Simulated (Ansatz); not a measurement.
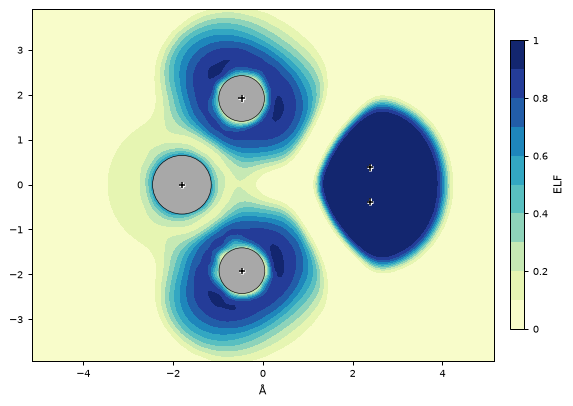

The ELF on a plane through atoms (crosses mark nuclei in the plane; grey discs cover the cores).

The calculation used RKS B3LYP-D4/def2-SVP in Ansatz.

Candidates:
A. Cl4Sn···H2
B. F4Ti
C. H4Sn···H2O

Which system is this?

Candidate A: Cl4Sn···H2 on the plane of atoms Cl3, Sn1 and Cl6, which holds Sn, H and Cl. Cl3···H2 (3.24 Å): the ELF dips to about 0 between them: a non-bonded, intermolecular contact. Sn–Cl (2.34 Å): the ELF peaks at about 0.80 in the valence shell of Cl, 0.8 Å from its nucleus, and drops to about 0.15 between the two atoms.
